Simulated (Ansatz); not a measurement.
A series of calculations on GaPH4 and related structures

## 1. Relaxation

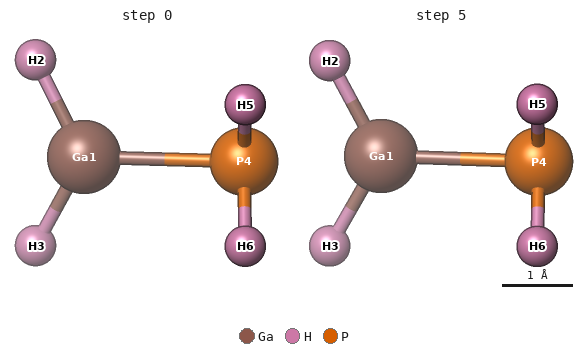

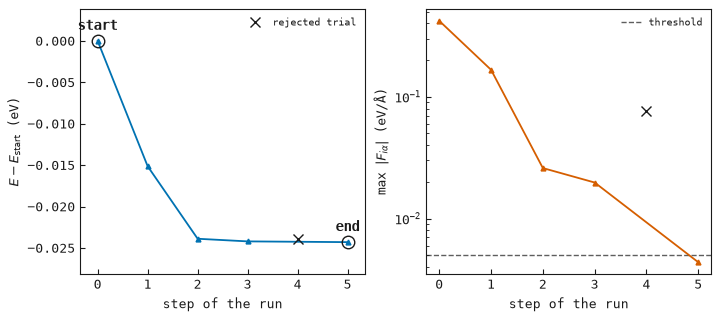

First and last geometry of a relaxation of GaPH4, with the history of the run. The picture is a ball-and-stick view, seen at a tilt.

It is one of the separated products of a reaction.

Level of theory: Ansatz 0.2.0, RKS PBE0-D4/def2-TZVP. Settings: force threshold 0.005 eV/Å; at most 200 steps.

Question: What do the curves and the structures tell?

Answer: It converged. The energy falls by 0.024 eV in 4 accepted moves (5 points after the start). Largest force component: 0.42 eV/Å at the start, 0.0044 eV/Å at the end. The line search rejected the trial step at point 4 of the run. The largest move after the best rigid fit is that of Ga1, 0.081 Å. By element the largest moves are Ga 0.081 Å, H 0.038 Å, P 0.012 Å. Near-neighbour distances that change, for instance: Ga1–P4 2.330 → 2.309 Å. The run took about 22 core-seconds on a shared host.

## 2. Relaxation

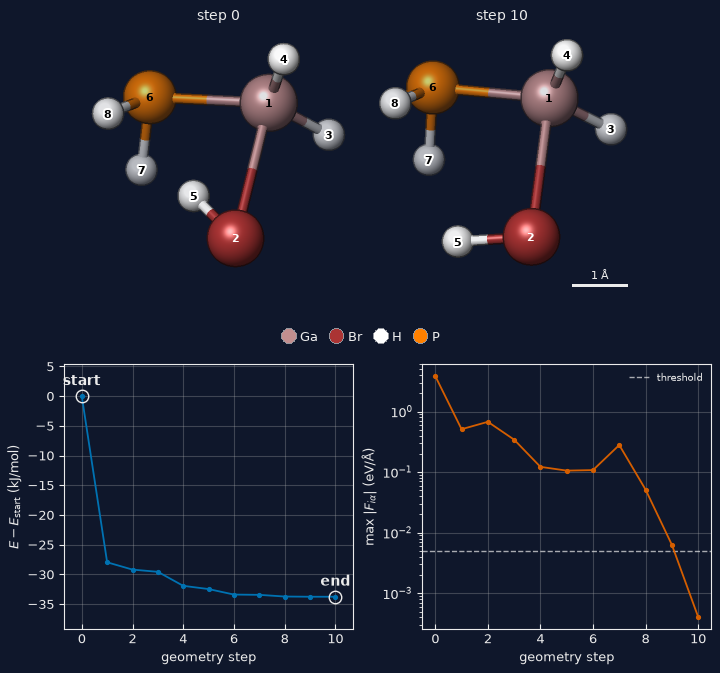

First and last geometry of a relaxation of GaPH5Br (started from a transition state, displaced along its imaginary mode), with the history of the run. Style: ball-and-stick. Shown at a tilt.

The calculation used RKS PBE0-D4/def2-TZVP in Ansatz 0.2.0. (force threshold 0.005 eV/Å; at most 200 steps)

> What do the curves and the structures tell?

It converged. After 10 geometry steps the energy has fallen by 33.7 kJ/mol. Largest force component: 3.8 eV/Å at the start, 0.00041 eV/Å at the end. The largest move after the best rigid fit is that of H5, 0.98 Å. By element the largest moves are H 0.98 Å, Br 0.25 Å, P 0.21 Å, Ga 0.12 Å. Near-neighbour distances that change, for instance: Br2–H5 1.328 → 1.423 Å, Ga1–Br2 2.871 → 2.939 Å, P6–H7 1.440 → 1.420 Å, Ga1–P6 2.349 → 2.330 Å. Bond angles that change, for instance: Ga1–Br2–H5 50.2° → 90.6°, Br2–Ga1–P6 90.2° → 99.0°, Ga1–P6–H7 100.9° → 95.9°. The run took roughly 2.5 core-minutes on a shared host.

## 3. Reaction

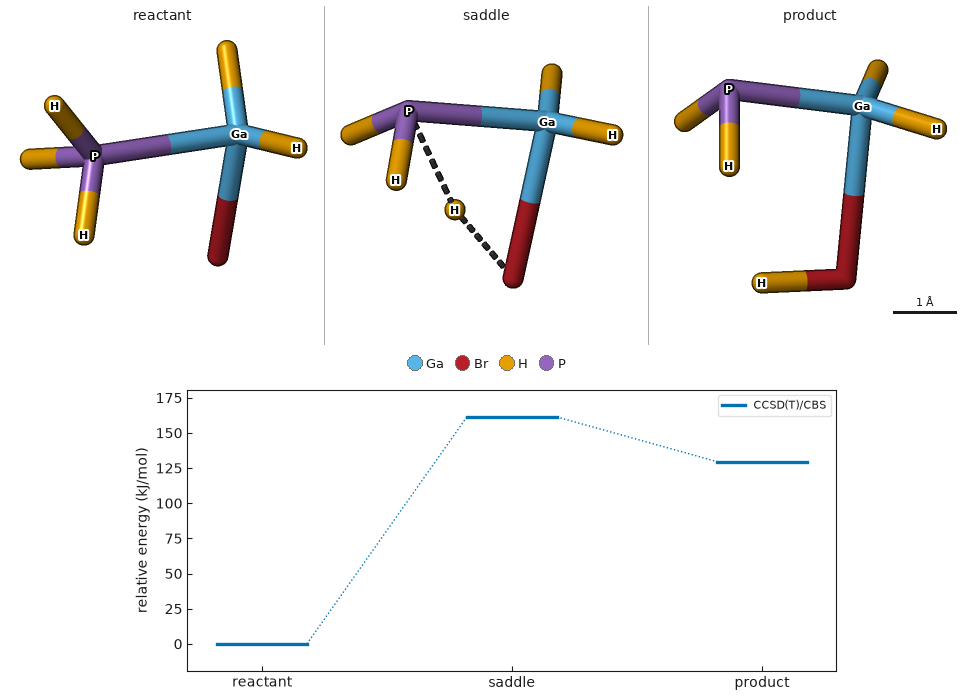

A reaction step of GaPH5Br, with its energy diagram. A stick model, seen at a tilt. Dashed sticks mark bonds that form or break.

Stationary points at PBE0-D4/def2-TZVP, single-point energies with CCSD(T)/CBS (def2-TZVPP where no basis is named; Ansatz 0.2.0). The energies are electronic, without zero-point or thermal terms, and both ends are the minima reached downhill from the saddle, with any fragments still in contact. CCSD(T)/CBS stands for a frozen-core estimate: MP2 correlation extrapolated from def2-TZVPP and def2-QZVPP, CCSD(T) minus MP2 from the smaller set.

**Describe the step and its energetics.**

From the reactant over the saddle to the product, a bond forms: Br–H (3.60 → 1.63 → 1.42 Å). A bond breaks: H–P (1.41 → 1.97 → 3.43 Å). Bonds that stay but change much: Br–Ga (2.36 → 2.67 → 2.94 Å). The saddle has one imaginary mode, 480i cm⁻¹. With CCSD(T)/CBS the barrier is 161.3 kJ/mol from the reactant and 31.7 kJ/mol from the product, and the product lies 129.6 kJ/mol above the reactant.
